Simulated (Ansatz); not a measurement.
# C2H6FIn (SMILES C[CH](F)[InH2]): B2PLYP/def2-SVP (core potential)

What is the energy change on altering one bond length of C2H6FIn at B2PLYP/def2-SVP (core potential)? 

The results are computed with Ansatz 0.2.0.

65 further runs of the same task are left out: 65 set aside as unsound or not needed.

## Step 1: Starting point

C2H6FIn has 10 atoms, charge 0, and is taken as a singlet. SMILES: `C[CH](F)[InH2]`. Geometry: relaxed at PBE0-D4/def2-TZVP.

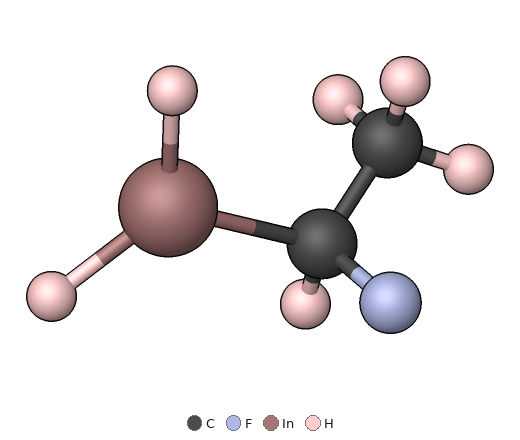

Viewed from a chosen angle; carbon dark grey, fluorine light blue, indium brown, hydrogen pink.

## Step 2: A single-point energy at B2PLYP/def2-SVP (core potential)

The input, run.yaml:

```yaml
crystal:
  periodic: [false, false, false]
  atoms:
    - {symbol: C, position_ang: [-0.140800, 1.253600, -0.575200]}
    - {symbol: C, position_ang: [0.633800, 0.180000, 0.137200]}
    - {symbol: F, position_ang: [0.870200, 0.597100, 1.467800]}
    - {symbol: In, position_ang: [-0.385200, -1.745500, 0.423800]}
    - {symbol: H, position_ang: [0.391300, 2.210500, -0.541500]}
    - {symbol: H, position_ang: [-1.131900, 1.397600, -0.139100]}
    - {symbol: H, position_ang: [-0.271900, 0.979300, -1.626600]}
    - {symbol: H, position_ang: [1.621200, 0.055100, -0.315800]}
    - {symbol: H, position_ang: [-2.079900, -1.696200, 0.762700]}
    - {symbol: H, position_ang: [0.493100, -3.231500, 0.406600]}
basis:
  gaussian:
    orbitals: def2-SVP
hamiltonian:
  xc: {name: B2PLYP}
correlation:
  frozen_orbitals: {C: 1, F: 1, H: 0, In: 4}
accuracy: high
output: {orbitals: {seedname: orbitals}}
```

The run is started by

```bash
ansatz run run.yaml --threads 1 --pin off --max-ram 3480MiB --events-out events.jsonl --progress --plain --runs-dir runs
```

Log:

```text
Warning: RAYON_NUM_THREADS=1 ignored (pool sized by the plan → 1); use --threads N
Functional definition: B2PLYP
  name "B2PLYP"
  parameter a = 0.53
  parameter c = 0.27
  exchange = (1 - a)*b88_x + a*exact_x
  correlation = (1 - c)*lyp_c + c*(mp2_os + mp2_ss)
2448 factors; integrals over basis functions are off by at most 3.5e-9 eV
mean field evaluation 1: about -10036.8156 eV, gradient 3.5e1 eV
mean field evaluation 2: about -10037.1932 eV, gradient 3.5e1 eV
mean field evaluation 4: about -10040.0479 eV, gradient 2.3e0 eV
mean field evaluation 8: about -10040.0672 eV, gradient 1.9e-1 eV
mean field evaluation 16: about -10040.0673 eV, gradient 1.9e-4 eV
mean field -10040.06725821 eV, -368.9656663373 hartree, gradient 3.3e-8 eV, S^2 0.000000; 0 other end points of the search recorded, 0 dependent functions left out
7 core orbitals not correlated: weight in the atoms' cores, before any rotation towards them, 1.000 or more for the frozen orbitals, at most 0.000 for the correlated occupied ones
reference -10040.06728701 eV, -368.9656673958 hartree; 17, 17 occupied and 74, 74 virtual orbitals, 2448 factors
second order -18.69146641 eV of doubles, -0.00000000 eV of singles
Total energy: -10045.11398295 eV, -369.1511300504 hartree
```

It took 17 s on 1 thread of Arm Neoverse V2, shared host; peak memory 0.38 GiB.

## Step 3: The distorted shape at the same level

The input, job.yaml:

```yaml
crystal:
  periodic: [false, false, false]
  atoms:
    - {symbol: C, position_ang: [-0.760493, 2.112498, -1.145132]}
    - {symbol: C, position_ang: [0.633800, 0.180000, 0.137200]}
    - {symbol: F, position_ang: [0.870200, 0.597100, 1.467800]}
    - {symbol: In, position_ang: [-0.385200, -1.745500, 0.423800]}
    - {symbol: H, position_ang: [-0.228393, 3.069398, -1.111432]}
    - {symbol: H, position_ang: [-1.751593, 2.256498, -0.709032]}
    - {symbol: H, position_ang: [-0.891593, 1.838198, -2.196532]}
    - {symbol: H, position_ang: [1.621200, 0.055100, -0.315800]}
    - {symbol: H, position_ang: [-2.079900, -1.696200, 0.762700]}
    - {symbol: H, position_ang: [0.493100, -3.231500, 0.406600]}
basis:
  gaussian:
    orbitals: def2-SVP
hamiltonian:
  xc: {name: B2PLYP}
correlation:
  frozen_orbitals: {C: 1, F: 1, H: 0, In: 4}
accuracy: high
output: {orbitals: {seedname: orbitals}}
```

The run is started by

```bash
ansatz run job.yaml --threads 1 --pin off --max-ram 3480MiB --events-out events.jsonl --progress --plain --runs-dir runs
```

Log (excerpt; [...] marks lines left out):

```text
Warning: RAYON_NUM_THREADS=1 ignored (pool sized by the plan → 1); use --threads N
[... 2 set-up lines as earlier in the session ...]
[...]
2386 factors; integrals over basis functions are off by at most 9.2e-9 eV
[...]
mean field -10035.61250152 eV, -368.8019570485 hartree, gradient 4.6e-8 eV, S^2 0.000000; 0 other end points of the search recorded, 0 dependent functions left out; unrestricted orbitals would lower it
7 core orbitals not correlated: weight in the atoms' cores, before any rotation towards them, 1.000 or more for the frozen orbitals, at most 0.000 for the correlated occupied ones
reference -10035.61253194 eV, -368.8019581661 hartree; 17, 17 occupied and 74, 74 virtual orbitals, 2386 factors
second order -20.13223787 eV of doubles, -0.00000000 eV of singles
Total energy: -10041.04823616 eV, -369.0017166120 hartree
```

It took 16 s on 1 thread of Arm Neoverse V2, shared host; peak memory 0.36 GiB.

## Step 4: Summary of results

At B2PLYP/def2-SVP (core potential), 7 core orbitals frozen:

| quantity | value |
| --- | --- |
| first shape: total energy | -369.15113 Eh |
| first shape: HOMO energy (SCF part's orbitals) | -8.07 eV |
| first shape: LUMO energy (SCF part's orbitals) | -0.82 eV |
| first shape: HOMO–LUMO gap (SCF part's orbitals) | 7.25 eV |
| distorted shape: total energy | -369.00172 Eh |
| distorted shape: HOMO energy (SCF part's orbitals) | -6.99 eV |
| distorted shape: LUMO energy (SCF part's orbitals) | -1.06 eV |
| distorted shape: HOMO–LUMO gap (SCF part's orbitals) | 5.93 eV |
| energy change with the C1–C2 bond stretched from 1.503 to 2.706 Å | 4.066 eV |

**Reading.** With the C1–C2 bond stretched from 1.503 to 2.706 Å the energy rises by 4.07 eV (392 kJ/mol). The first shape isn't relaxed at this level, so the change isn't measured from a minimum. The restricted solution (distorted shape) is unstable to spin breaking: an unrestricted one lies lower.
